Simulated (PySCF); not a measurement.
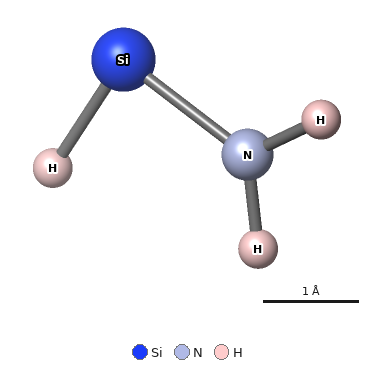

Fig. 1: The input geometry (ball-and-stick view, seen at a tilt).

**NMR shielding calculation of SiNH₃**

The run: NMR shielding calculation of SiNH₃. Method and program: GIAO PBE0/pcSseg-2 NMR shielding, non-relativistic, gas phase (PySCF 2.14.0).

The geometry comes from this level: PBE0-D3(BJ)/def2-SVP. Figures and captions count atoms from 1; the log counts them from 0 in places.

Input file:
```
{"job": {"kind": "nmr", "xc": "PBE0", "basis": "pcSseg-2"}, "charge": 0, "multiplicity": 1}
Si     1.016926    -0.673949     0.393128
N     -0.551716    -0.103861    -0.014953
H      1.730976     0.584439    -0.131493
H     -0.782396     0.784053    -0.449946
H     -1.383352    -0.655936     0.170154
```

The first line tells a small driver script what to run in PySCF; the rest is the geometry in Å.

Run as:
```bash
OMP_NUM_THREADS=1 python <driver script> task.json out
```

The program's output:
```
coarse grid: 4552 points
cycle   1  E = -345.8446740409  dE = -4.945e-02  |g| = 3.772e-01  |ddm| = 1.592e+00
cycle   2  E = -345.7909072871  dE =  5.377e-02  |g| = 6.058e-01  |ddm| = 4.696e-01
cycle   3  E = -345.8734993843  dE = -8.259e-02  |g| = 5.749e-02  |ddm| = 3.337e-01
cycle   4  E = -345.8744536083  dE = -9.542e-04  |g| = 8.799e-03  |ddm| = 6.608e-02
cycle   5  E = -345.8744753656  dE = -2.176e-05  |g| = 2.344e-03  |ddm| = 1.263e-02
cycle   6  E = -345.8744762044  dE = -8.388e-07  |g| = 2.136e-04  |ddm| = 1.739e-03
final grid: 39040 points
cycle   7  E = -345.8787290573  dE = -2.054e-05  |g| = 5.392e-03  |ddm| = 9.921e-03
cycle   8  E = -345.8787180897  dE =  1.097e-05  |g| = 8.873e-03  |ddm| = 6.189e-03
cycle   9  E = -345.8787350100  dE = -1.692e-05  |g| = 4.170e-04  |ddm| = 4.373e-03
cycle  10  E = -345.8787350437  dE = -3.374e-08  |g| = 1.019e-04  |ddm| = 6.239e-04
cycle  11  E = -345.8787350458  dE = -2.074e-09  |g| = 2.226e-05  |ddm| = 1.124e-04
cycle  12  E = -345.8787350459  dE = -1.228e-10  |g| = 4.809e-06  |ddm| = 2.384e-05
```

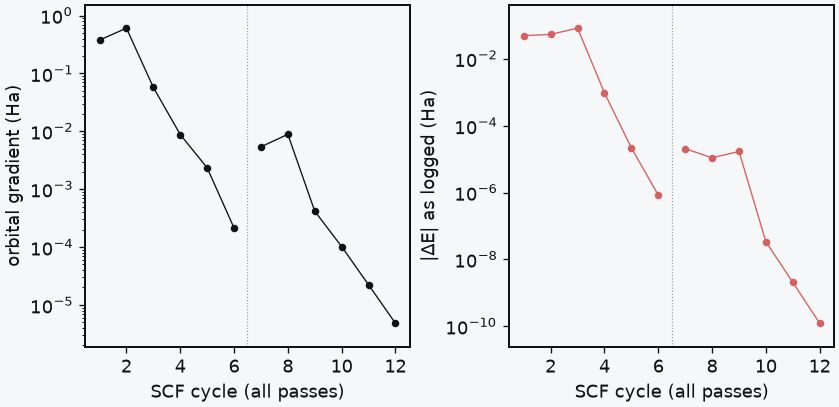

Fig. 2: Convergence of the self-consistent field: orbital gradient and size of the energy change against the SCF cycle. The dotted line marks the change from a coarse to the final integration grid. The first 6 cycles use a coarse grid, the final grid takes over at cycle 7, and the field converges after 12 cycles in all.

```
converged SCF energy = -345.8787350459

GIAO shielding tensors (ppm)
atom      isotropic    diamagn.    paramagn.     s11        s22        s33       span
  0 Si      21.185     875.777    -854.592   -535.419    253.729    345.245    880.663
  1 N       94.817     319.157    -224.340    -88.140    144.590    228.002    316.142
  2 H       23.573      29.331      -5.757     20.060     23.161     27.498      7.438
  3 H       24.937      31.375      -6.438     20.873     20.932     33.006     12.133
  4 H       25.437      31.110      -5.673     23.509     24.215     28.588      5.079
```

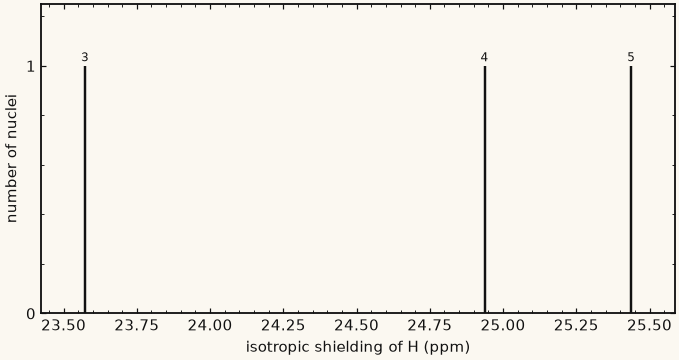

Fig. 3: Isotropic shieldings of the hydrogen nuclei in this fixed geometry, labelled by atom number; shielding grows to the right, so chemical shift grows to the left. The least shielded is H3 (23.6 ppm), the most shielded H5 (25.4 ppm).

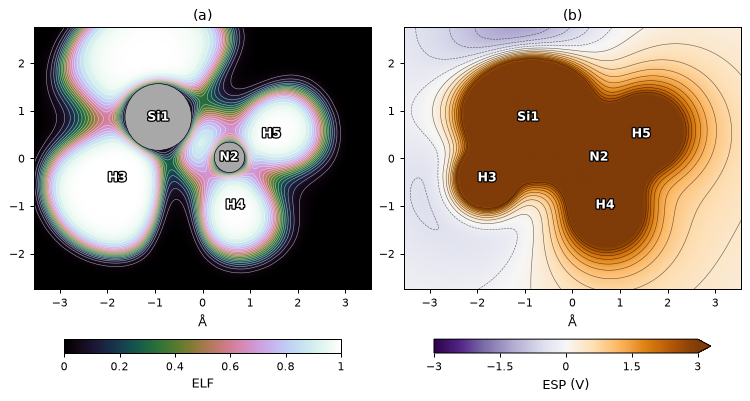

Fig. 4: (a) electron localisation function; (b) electrostatic potential on the molecular plane. Grey discs, where drawn, cover atomic cores. Atoms in the plane: Si, N and H. Si–N (1.72 Å): the ELF peaks at about 0.90 between the atoms (a polar covalent bond). Si–H (1.54 Å): the ELF climbs to about 1 towards the hydrogen.

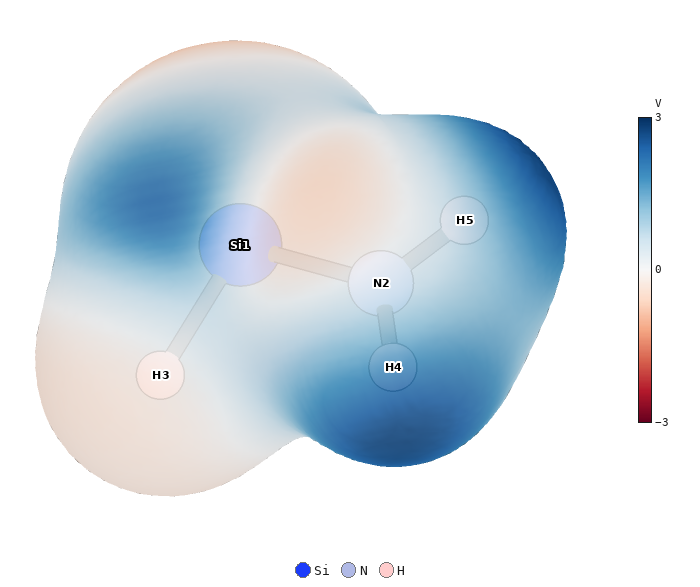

Fig. 5: The electrostatic potential painted on the density surface at 0.004 e/bohr³, seen at a tilt; red is negative and blue positive. Its dipole moment is 2.00 D.

Summary:

```tsv
quantity	value
outcome	converged
total energy	−345.878735 hartree
HOMO	−6.39 eV
LUMO	−1.59 eV
dipole moment	2.00 D
isotropic shielding, Si	21.2 ppm
isotropic shielding, N	94.8 ppm
isotropic shielding, H	23.6 to 25.4 ppm
hardware	1 CPU thread, shared host
wall time	5.5 s
peak memory	0.41 GiB
```
